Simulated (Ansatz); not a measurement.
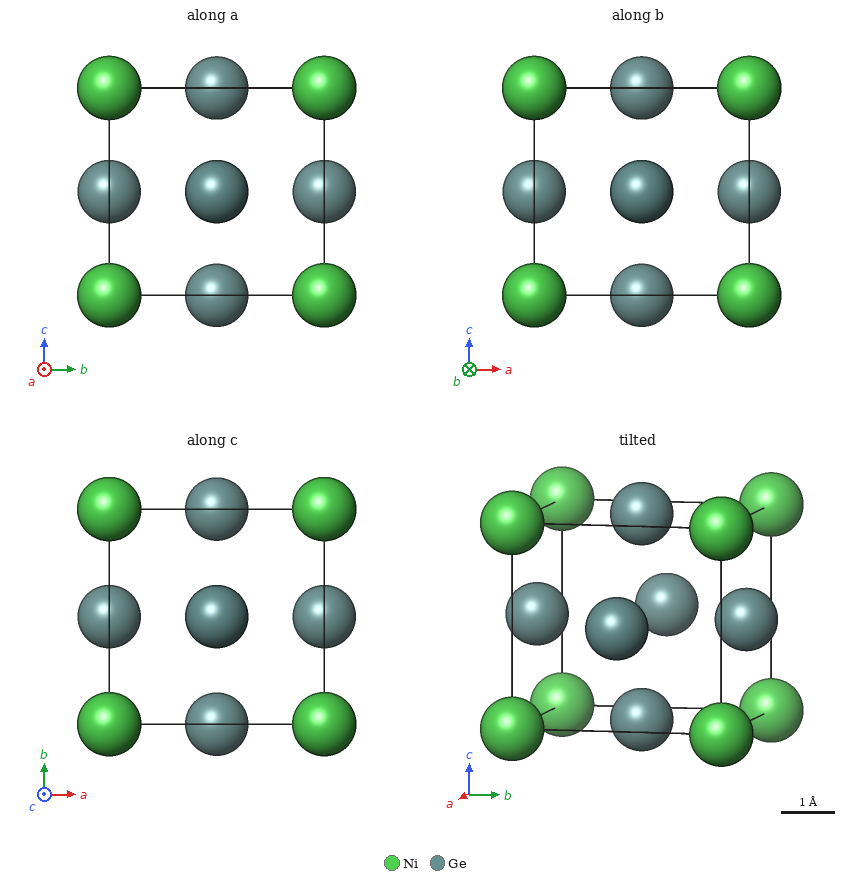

Shown here is a spheres-only view of the crystal, taken along the a axis, along the b axis, along the c axis and slightly off an axis. The conventional unit cell is drawn as a box.

Lattice parameters: a = 4.085 Å, b = 4.085 Å, c = 3.937 Å, α = 90.00°, β = 90.00°, γ = 90.00°.

> Reconstruct the structure as a table of Wyckoff sites.

Space group P4/mmm (No. 123).
```csv
atom,site,x,y,z
Ni,1a,0.0000,0.0000,0.0000
Ge,2e,0.0000,0.5000,0.5000
Ge,1c,0.5000,0.5000,0.0000
```

Origin of the cell: a structure type filled with these elements by a generator (whether the compound takes this form wasn't checked). Relaxation method: DFT PBE, scalar-relativistic, plane waves, PAW in Ansatz 0.2.0.
